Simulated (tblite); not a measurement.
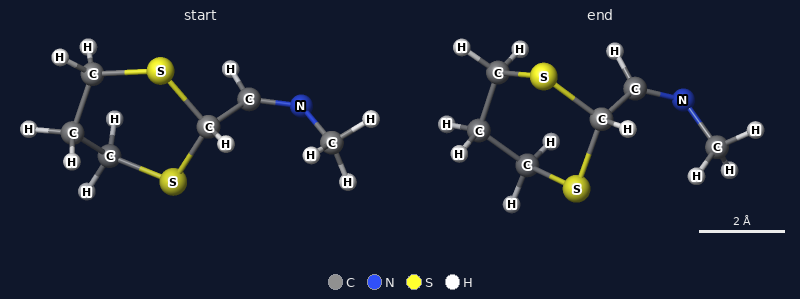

The structure of C₆H₁₁NS₂ before (left) and after (right) a relaxation, at one scale.

A ball-and-stick model, seen at a tilt.

The calculation used tblite, GFN2-xTB geometry optimisation, gas phase. 

Describe what moved and what it gained.

Over 129 geometry steps the energy falls by 81.4 kJ/mol. The largest moves after the best rigid fit, 1.05 Å, are those of H atoms. Largest moves by element: H 1.05 Å, S 0.86 Å, C 0.63 Å, N 0.45 Å. Near-neighbour distances that change, for instance: C–C 1.458 → 1.503 Å, C–S 1.782 → 1.826 Å, C–S 1.793 → 1.835 Å, C–H 1.130 → 1.089 Å. Bond angles that change, for instance: C–S–C 112.9° → 100.2°, C–S–C 111.2° → 99.1°, C–C–H 104.1° → 111.9°. Groups turn about C–S by about 40°, C–S by about 30°, C–S by about 30°.
